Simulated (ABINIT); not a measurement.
# KMgH3 (Pm-3m): G0W0 in ABINIT against the bands in the screening

Aim: move the bands in the screening of a G0W0 run on KMgH3 (Pm-3m) over a wide range.

Program: ABINIT 10.8.3. Level of theory: LDA and many-body steps on it, plane waves. Results are calculated unless marked as measured.

## Step 1: The structure

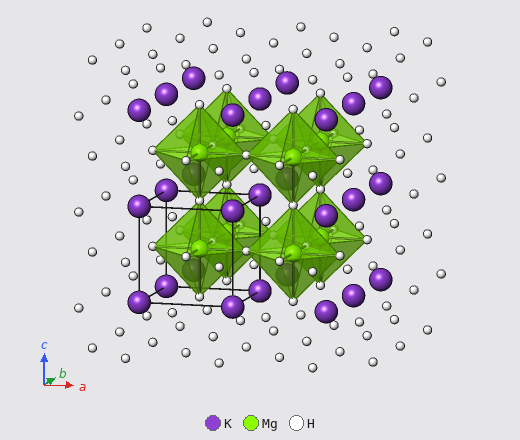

The cell as given, slightly off an axis (potassium purple, magnesium green, hydrogen white). 2×2×2 cells are drawn. Some periodic images of atoms are drawn too.

The cell and positions come from the Crystallography Open Database and are kept as given unless a step says otherwise.

## Step 2: Screening, 2×2×2 mesh, 19 bands, screening to 106.1 eV

This step: ABINIT 10.8.3; RPA screening on LDA, plane waves, norm-conserving pseudopotentials.

The RPA dielectric matrix is built and inverted for each q.

Input file run.abi:

```
acell 3*1.0 Angstrom
rprim 
  4.025000000000 0.000000000000 0.000000000000
  0.000000000000 4.025000000000 0.000000000000
  0.000000000000 0.000000000000 4.025000000000
ntypat 3
znucl 19 12 1
natom 5
typat 1 2 3 3 3
xred 
  0.000000000000 0.000000000000 0.000000000000
  0.500000000000 0.500000000000 0.500000000000
  0.000000000000 0.500000000000 0.500000000000
  0.500000000000 0.000000000000 0.500000000000
  0.500000000000 0.500000000000 0.000000000000
pp_dirpath "pseudos"
pseudos "K.upf, Mg.upf, H.upf"
ecut 38
ngkpt 2 2 2
nshiftk 1
shiftk 0 0 0
kptopt 1
chksymbreak 0
istwfk *1
occopt 1
irdwfk 1
optdriver 3
nband 19
ecuteps 3.9
inclvkb 2
awtr 1
symchi 1
indata_prefix "in"
outdata_prefix "out"
tmpdata_prefix "tmp"
```

Command:

```sh
> OMP_NUM_THREADS=1 mpirun -n 4 abinit run.abi > log
```

Log:

```text
.Version 10.8.3 of ABINIT. v10.8.2 released Aug 2026.

 Symmetries : space group Pm -3 m (#221); Bravais cP (primitive cubic)
[... echo of the input left out ...]
== DATASET  1 ==================================================================
-   mpi_nproc: 4, omp_nthreads: 1 (-1 if OMP is not activated)

--- !DatasetInfo
iteration_state: {dtset: 1, }
dimensions: {natom: 5, nkpt: 4, mband: 19, nsppol: 1, nspinor: 1, nspden: 1, mpw: 4950, }
cutoff_energies: {ecut:  38.0, pawecutdg:  -1.0, }
electrons: {nelect:   2.20000000E+01, charge:   0.00000000E+00, occopt:   1.00000000E+00, tsmear:   1.00000000E-02, }

 SCREENING: Calculation of the susceptibility and dielectric matrices

 Based on a program developped by R.W. Godby, V. Olevano, G. Onida, and L. Reining.
 Incorporated in ABINIT by V. Olevano, G.-M. Rignanese, and M. Torrent.
.Using double precision arithmetic ; gwpc =  8

[... cell and pseudopotentials left out ...]
--------------------------------------------------------------------------------

 ==== K-mesh for the wavefunctions ====
 Number of points in the irreducible wedge :     4
[... list of points left out ...]
 Together with 48 symmetry operations and time-reversal symmetry
 yields     8 points in the full Brillouin Zone.

 ==== Q-mesh for the screening function ====
 Number of points in the irreducible wedge :     4
[... list of points left out ...]
 Together with 48 symmetry operations and time-reversal symmetry
 yields     8 points in the full Brillouin Zone.

 setmesh: FFT mesh size selected  =    27x   27x   27
          total number of points  =        19683

 vcoul_init : cutoff-mode = AUXILIARY_FUNCTION
 q-points for optical limit:   1
     1)      0.000010    0.000020    0.000030

- screening: taking advantage of time-reversal symmetry
- Maximum band index for partially occupied states nbvw = 11
- Remaining bands to be divided among processors   nbcw = 8
- Number of bands treated by each node ~2

 Number of electrons calculated from density =   22.0000; Expected =   22.0000
 average of density, n =  0.049995
 r_s =    1.6839
 omega_plasma =   21.5685 [eV]

 calculating chi0 at frequencies [eV] :
  1    0.000000E+00    0.000000E+00
  2    0.000000E+00    2.156849E+01

--------------------------------------------------------------------------------
  q-point number  1        q = ( 0.000000, 0.000000, 0.000000) [r.l.u.]
--------------------------------------------------------------------------------
[... chi0 elements left out ...]
 For q-point:  0.000010 0.000020 0.000030
  dielectric constant =   4.2686
  dielectric constant without local fields =   4.7361

  Average fulfillment of the sum rule on Im[epsilon] for q-point    1 :     12.84  [%]
[... wings left out ...]
  q-point number  2        q = ( 0.500000, 0.000000, 0.000000) [r.l.u.]
--------------------------------------------------------------------------------
[... chi0 elements left out ...]
  Average fulfillment of the sum rule on Im[epsilon] for q-point    2 :     24.00  [%]

 [... 2 further q-points ...]
```

The job ended after 3.1 s (4 MPI ranks of Arm Neoverse V1, shared host; peak memory 0.54 GiB).

This step gave:

```yaml
eps_infinity_with_local_fields_on_this_mesh_along_the_program_s_q_direction: 4.269
the_same_without_local_fields: 4.736
plasma_frequency: 21.57 eV
plane_waves_in_the_screening_matrix: 171
```

Local fields lower ε∞ by 10 %. On a Γ-centred mesh this coarse the value itself is usually too large, while a short band sum pulls it down.

## Step 3: 19 bands

The self-energy is evaluated for the states that the input lists, and the levels follow from it, in one-shot runs by the linearised quasiparticle equation.

This step: G0W0 on LDA, plane waves, norm-conserving pseudopotentials.

Changes to run.abi since step 2:

```diff
@@ -26,8 +26,19 @@
 irdwfk 1
-optdriver 3
-nband 19
+optdriver 4
+nband 37
+gwcalctyp 0
+ecutsigx 38
+symsigma 1
+nkptgw 3
+kptgw 
+  0.5000000000 0.0000000000 0.0000000000
+  0.5000000000 0.5000000000 0.5000000000
+  0.0000000000 0.0000000000 0.0000000000
+bdgw 
+  10 13
+  9 15
+  10 14
 ecuteps 3.9
-inclvkb 2
-awtr 1
-symchi 1
+irdscr 1
+ppmodel 1
 indata_prefix "in"
```

Log:

```text
.Version 10.8.3 of ABINIT. v10.8.2 released Aug 2026.

 Symmetries : space group Pm -3 m (#221); Bravais cP (primitive cubic)
[... echo of the input left out ...]
== DATASET  1 ==================================================================
-   mpi_nproc: 4, omp_nthreads: 1 (-1 if OMP is not activated)

--- !DatasetInfo
iteration_state: {dtset: 1, }
dimensions: {natom: 5, nkpt: 4, mband: 37, nsppol: 1, nspinor: 1, nspden: 1, mpw: 4950, }
cutoff_energies: {ecut:  38.0, pawecutdg:  -1.0, }
electrons: {nelect:   2.20000000E+01, charge:   0.00000000E+00, occopt:   1.00000000E+00, tsmear:   1.00000000E-02, }

 SIGMA: Calculation of the GW corrections

 Based on a program developped by R.W. Godby, V. Olevano, G. Onida, and L. Reining.
 Incorporated in ABINIT by V. Olevano, G.-M. Rignanese, and M. Torrent.
.Using double precision arithmetic ; gwpc =  8

[... cell and pseudopotentials left out ...]
--------------------------------------------------------------------------------

 ==== K-mesh for the wavefunctions ====
 Number of points in the irreducible wedge :     4
[... list of points left out ...]
 Together with 48 symmetry operations and time-reversal symmetry
 yields     8 points in the full Brillouin Zone.

 ==== Q-mesh for screening function ====
 Number of points in the irreducible wedge :     4
[... list of points left out ...]
 Together with 48 symmetry operations and time-reversal symmetry
 yields     8 points in the full Brillouin Zone.

 vcoul_init : cutoff-mode = AUXILIARY_FUNCTION
 q-points for optical limit:   1
     1)      0.000010    0.000020    0.000030
 setmesh: FFT mesh size selected  =    45x   45x   45
          total number of points  =        91125

 Number of electrons calculated from density =   22.0000; Expected =   22.0000
 average of density, n =  0.049995
 r_s =    1.6839
 omega_plasma =   21.5685 [eV]

 === KS Band Gaps ===
  >>>> For spin  1
   Minimum direct gap =   4.2158 [eV], located at k-point      :   0.5000  0.5000  0.5000
   Fundamental gap    =   2.0485 [eV], Top of valence bands at :   0.5000  0.0000  0.0000
                                       Bottom of conduction at :   0.5000  0.5000  0.5000
 SIGMA fundamental parameters:
 PLASMON POLE MODEL  1
 number of plane-waves for SigmaX                 4945
 number of plane-waves for SigmaC and W            171
 number of plane-waves for wavefunctions          4945
 number of bands                                    37
 number of independent spin polarizations            1
 number of spinorial components                      1
 number of k-points in IBZ                           4
 number of q-points in IBZ                           4
 number of symmetry operations                      48
 number of k-points in BZ                            8
 number of q-points in BZ                            8
 number of frequencies for dSigma/dE                 9
 frequency step for dSigma/dE [eV]                0.25
 number of omega for Sigma on real axis              0
 max omega for Sigma on real axis  [eV]           0.00
 zcut for avoiding poles [eV]                     0.10

 EPSILON^-1 parameters (SCR file):
 dimension of the eps^-1 matrix on file            171
 dimension of the eps^-1 matrix used               171
 number of plane-waves for wavefunctions          4945
 number of bands                                    19
 number of q-points in IBZ                           4
 number of frequencies                               2
 number of real frequencies                          1
 number of imag frequencies                          1

 matrix elements of self-energy operator (all in [eV])

 Perturbative Calculation

--- !SelfEnergy_ee
iteration_state: {dtset: 1, }
kpoint     : [   0.500,    0.000,    0.000, ]
spin       : 1
KS_gap     :    5.054
QP_gap     :    7.635
Delta_QP_KS:    2.581
data: !SigmaeeData |
     Band     E0 <VxcDFT>   SigX SigC(E0)      Z dSigC/dE  Sig(E)    E-E0       E
       10  -1.018 -10.065 -13.670   2.804   0.767  -0.303 -10.680  -0.615  -1.633
       11   1.864 -11.059 -14.320   2.504   0.784  -0.276 -11.652  -0.593   1.271
       12   6.918  -9.618  -4.223  -2.960   0.816  -0.225  -7.630   1.988   8.906
       13   6.918  -9.618  -4.223  -2.960   0.816  -0.225  -7.630   1.988   8.906

--- !SelfEnergy_ee
iteration_state: {dtset: 1, }
kpoint     : [   0.500,    0.500,    0.500, ]
spin       : 1
KS_gap     :    4.216
QP_gap     :    6.557
Delta_QP_KS:    2.342
data: !SigmaeeData |
     Band     E0 <VxcDFT>   SigX SigC(E0)      Z dSigC/dE  Sig(E)    E-E0       E
        9  -0.303 -10.514 -14.164   2.796   0.771  -0.298 -11.172  -0.658  -0.962
       10  -0.303 -10.514 -14.164   2.796   0.771  -0.298 -11.172  -0.658  -0.962
[...]
--- !SelfEnergy_ee
iteration_state: {dtset: 1, }
kpoint     : [   0.000,    0.000,    0.000, ]
spin       : 1
KS_gap     :    5.981
QP_gap     :    8.256
Delta_QP_KS:    2.275
data: !SigmaeeData |
     Band     E0 <VxcDFT>   SigX SigC(E0)      Z dSigC/dE  Sig(E)    E-E0       E
[...]
12   7.350  -9.313  -4.160  -3.028   0.812  -0.231  -7.587   1.725   9.076
       13   7.350  -9.313  -4.160  -3.028   0.812  -0.231  -7.587   1.725   9.076
       14   7.350  -9.313  -4.160  -3.028   0.812  -0.231  -7.587   1.725   9.076

== END DATASET(S) ==============================================================
================================================================================

 -outvars: echo values of variables after computation  --------
           etotal      0.0000000000E+00
            nband          37
             nkpt           4
          spgroup         221
 [... the other variables as echoed above ...]

 Calculation completed.
```

It took 4.5 s on 4 MPI ranks; peak memory 0.63 GiB.

Numbers from this step:

| Quantity | Value |
| --- | --- |
| G0W0 gap on the points computed | 4.325 eV |
| starting gap on the mesh | 2.048 eV |
| k of the valence top | 0.5, 0, 0 |
| k of the conduction bottom | 0.5, 0.5, 0.5 |
| Z at the valence top | 0.784 |
| Z at the conduction bottom | 0.819 |
| least direct G0W0 gap on the computed points | 6.558 eV |

The gap on the mesh goes from 2.05 eV to 4.33 eV, a correction of +2.28 eV.

## Step 4: Screening, 2×2×2 mesh, 37 bands, screening to 106.1 eV

This step: RPA screening on LDA, plane waves, norm-conserving pseudopotentials.

Changes to run.abi since step 3:

```diff
@@ -26,19 +26,8 @@
 irdwfk 1
-optdriver 4
+optdriver 3
 nband 37
-gwcalctyp 0
-ecutsigx 38
-symsigma 1
-nkptgw 3
-kptgw 
-  0.5000000000 0.0000000000 0.0000000000
-  0.5000000000 0.5000000000 0.5000000000
-  0.0000000000 0.0000000000 0.0000000000
-bdgw 
-  10 13
-  9 15
-  10 14
 ecuteps 3.9
-irdscr 1
-ppmodel 1
+inclvkb 2
+awtr 1
+symchi 1
 indata_prefix "in"
```

Log:

```text
.Version 10.8.3 of ABINIT. v10.8.2 released Aug 2026.

 Symmetries : space group Pm -3 m (#221); Bravais cP (primitive cubic)
[... echo of the input left out ...]
== DATASET  1 ==================================================================
-   mpi_nproc: 4, omp_nthreads: 1 (-1 if OMP is not activated)

--- !DatasetInfo
iteration_state: {dtset: 1, }
dimensions: {natom: 5, nkpt: 4, mband: 37, nsppol: 1, nspinor: 1, nspden: 1, mpw: 4950, }
cutoff_energies: {ecut:  38.0, pawecutdg:  -1.0, }
electrons: {nelect:   2.20000000E+01, charge:   0.00000000E+00, occopt:   1.00000000E+00, tsmear:   1.00000000E-02, }

 SCREENING: Calculation of the susceptibility and dielectric matrices

 Based on a program developped by R.W. Godby, V. Olevano, G. Onida, and L. Reining.
 Incorporated in ABINIT by V. Olevano, G.-M. Rignanese, and M. Torrent.
.Using double precision arithmetic ; gwpc =  8

[... cell and pseudopotentials left out ...]
--------------------------------------------------------------------------------

 ==== K-mesh for the wavefunctions ====
 Number of points in the irreducible wedge :     4
[... list of points left out ...]
 Together with 48 symmetry operations and time-reversal symmetry
 yields     8 points in the full Brillouin Zone.

 ==== Q-mesh for the screening function ====
 Number of points in the irreducible wedge :     4
[... list of points left out ...]
 Together with 48 symmetry operations and time-reversal symmetry
 yields     8 points in the full Brillouin Zone.

 setmesh: FFT mesh size selected  =    27x   27x   27
          total number of points  =        19683

 vcoul_init : cutoff-mode = AUXILIARY_FUNCTION
 q-points for optical limit:   1
     1)      0.000010    0.000020    0.000030

- screening: taking advantage of time-reversal symmetry
- Maximum band index for partially occupied states nbvw = 11
- Remaining bands to be divided among processors   nbcw = 26
- Number of bands treated by each node ~6

 Number of electrons calculated from density =   22.0000; Expected =   22.0000
 average of density, n =  0.049995
 r_s =    1.6839
 omega_plasma =   21.5685 [eV]

 calculating chi0 at frequencies [eV] :
  1    0.000000E+00    0.000000E+00
  2    0.000000E+00    2.156849E+01

--------------------------------------------------------------------------------
  q-point number  1        q = ( 0.000000, 0.000000, 0.000000) [r.l.u.]
--------------------------------------------------------------------------------
[... chi0 elements left out ...]
 For q-point:  0.000010 0.000020 0.000030
  dielectric constant =   4.3584
  dielectric constant without local fields =   4.9076

  Average fulfillment of the sum rule on Im[epsilon] for q-point    1 :     34.87  [%]
[... wings left out ...]
  q-point number  2        q = ( 0.500000, 0.000000, 0.000000) [r.l.u.]
--------------------------------------------------------------------------------
[... chi0 elements left out ...]
  Average fulfillment of the sum rule on Im[epsilon] for q-point    2 :     44.15  [%]

 [... 2 further q-points ...]
```

Wall time 3.9 s (4 MPI ranks); peak memory 0.48 GiB.

Numbers from this step:

| Property | Result |
| --- | --- |
| ε∞ with local fields, on this mesh, along the program's q direction | 4.358 |
| the same without local fields | 4.908 |
| plasma frequency | 21.57 eV |
| plane waves in the screening matrix | 171 |

## Step 5: 37 bands

This step: G0W0 on LDA, plane waves, norm-conserving pseudopotentials.

Changes to run.abi since step 4:

```diff
@@ -26,8 +26,19 @@
 irdwfk 1
-optdriver 3
+optdriver 4
 nband 37
+gwcalctyp 0
+ecutsigx 38
+symsigma 1
+nkptgw 3
+kptgw 
+  0.5000000000 0.0000000000 0.0000000000
+  0.5000000000 0.5000000000 0.5000000000
+  0.0000000000 0.0000000000 0.0000000000
+bdgw 
+  10 13
+  9 15
+  10 14
 ecuteps 3.9
-inclvkb 2
-awtr 1
-symchi 1
+irdscr 1
+ppmodel 1
 indata_prefix "in"
```

Log:

```text
.Version 10.8.3 of ABINIT. v10.8.2 released Aug 2026.

 Symmetries : space group Pm -3 m (#221); Bravais cP (primitive cubic)
[... echo of the input left out ...]
== DATASET  1 ==================================================================
-   mpi_nproc: 4, omp_nthreads: 1 (-1 if OMP is not activated)

--- !DatasetInfo
iteration_state: {dtset: 1, }
dimensions: {natom: 5, nkpt: 4, mband: 37, nsppol: 1, nspinor: 1, nspden: 1, mpw: 4950, }
cutoff_energies: {ecut:  38.0, pawecutdg:  -1.0, }
electrons: {nelect:   2.20000000E+01, charge:   0.00000000E+00, occopt:   1.00000000E+00, tsmear:   1.00000000E-02, }

 SIGMA: Calculation of the GW corrections

 Based on a program developped by R.W. Godby, V. Olevano, G. Onida, and L. Reining.
 Incorporated in ABINIT by V. Olevano, G.-M. Rignanese, and M. Torrent.
.Using double precision arithmetic ; gwpc =  8

[... cell and pseudopotentials left out ...]
--------------------------------------------------------------------------------

 ==== K-mesh for the wavefunctions ====
 Number of points in the irreducible wedge :     4
[... list of points left out ...]
 Together with 48 symmetry operations and time-reversal symmetry
 yields     8 points in the full Brillouin Zone.

 ==== Q-mesh for screening function ====
 Number of points in the irreducible wedge :     4
[... list of points left out ...]
 Together with 48 symmetry operations and time-reversal symmetry
 yields     8 points in the full Brillouin Zone.

 vcoul_init : cutoff-mode = AUXILIARY_FUNCTION
 q-points for optical limit:   1
     1)      0.000010    0.000020    0.000030
 setmesh: FFT mesh size selected  =    45x   45x   45
          total number of points  =        91125

 Number of electrons calculated from density =   22.0000; Expected =   22.0000
[...]
number of plane-waves for wavefunctions          4945
 number of bands                                    37
 number of q-points in IBZ                           4
 number of frequencies                               2
 number of real frequencies                          1
 number of imag frequencies                          1

 matrix elements of self-energy operator (all in [eV])

 Perturbative Calculation

--- !SelfEnergy_ee
iteration_state: {dtset: 1, }
kpoint     : [   0.500,    0.000,    0.000, ]
spin       : 1
KS_gap     :    5.054
QP_gap     :    7.491
Delta_QP_KS:    2.437
data: !SigmaeeData |
     Band     E0 <VxcDFT>   SigX SigC(E0)      Z dSigC/dE  Sig(E)    E-E0       E
       10  -1.018 -10.065 -13.670   2.656   0.777  -0.288 -10.802  -0.737  -1.755
       11   1.864 -11.059 -14.320   2.455   0.788  -0.269 -11.694  -0.635   1.229
       12   6.918  -9.618  -4.223  -3.198   0.820  -0.219  -7.817   1.801   8.720
[...]
--- !SelfEnergy_ee
iteration_state: {dtset: 1, }
kpoint     : [   0.500,    0.500,    0.500, ]
spin       : 1
KS_gap     :    4.216
QP_gap     :    6.418
Delta_QP_KS:    2.202
data: !SigmaeeData |
     Band     E0 <VxcDFT>   SigX SigC(E0)      Z dSigC/dE  Sig(E)    E-E0       E
[...]
--- !SelfEnergy_ee
iteration_state: {dtset: 1, }
kpoint     : [   0.000,    0.000,    0.000, ]
spin       : 1
KS_gap     :    5.981
QP_gap     :    8.112
Delta_QP_KS:    2.131
data: !SigmaeeData |
     Band     E0 <VxcDFT>   SigX SigC(E0)      Z dSigC/dE  Sig(E)    E-E0       E
[...]
13   7.350  -9.313  -4.160  -3.292   0.816  -0.225  -7.793   1.520   8.870
       14   7.350  -9.313  -4.160  -3.292   0.816  -0.225  -7.793   1.520   8.870

== END DATASET(S) ==============================================================
================================================================================

 -outvars: echo values of variables after computation  --------
           etotal      0.0000000000E+00
            nband          37
             nkpt           4
          spgroup         221
 [... the other variables as echoed above ...]

 Calculation completed.
```

Run time: 4.5 s. Hardware: 4 MPI ranks; peak memory 0.63 GiB; 17 s of CPU time.

This step gave:

* G0W0 gap on the points computed: 4.135 eV
* starting gap on the mesh: 2.048 eV
* k of the valence top: 0.5, 0, 0
* k of the conduction bottom: 0.5, 0.5, 0.5
* Z at the valence top: 0.788
* Z at the conduction bottom: 0.821
* least direct G0W0 gap on the computed points: 6.418 eV

Against the run before, the gap moves by −0.190 eV.

(Continued in part 2 of 2.)

[Paths, hosts, dates, memory and timing lines, banners, echoed tables and standing remarks are left out of the program output.]

[Logs are printed without paths, hosts, clocks, repeated set-up lines and the standing remarks that a program may print on its own settings, such as how far it seeks lower states.]

[Runs of the session that timed out or met a known fault of the program may be left out.]

[Hosts, paths, dates, database ids (printed as entryN), source tags and the programs' standing remarks are cut or masked in the printed files.]

[G0W0 gaps are taken among the corrected bands and points alone; a level outside them can change the order at an edge.]

[Where Ansatz stands beside ABINIT at settings called matched, ABINIT's density can come from a denser mesh and the files from another edition; pairs whose starting gaps differed by over 0.03 eV were left out, so agreement reads better than it is.]
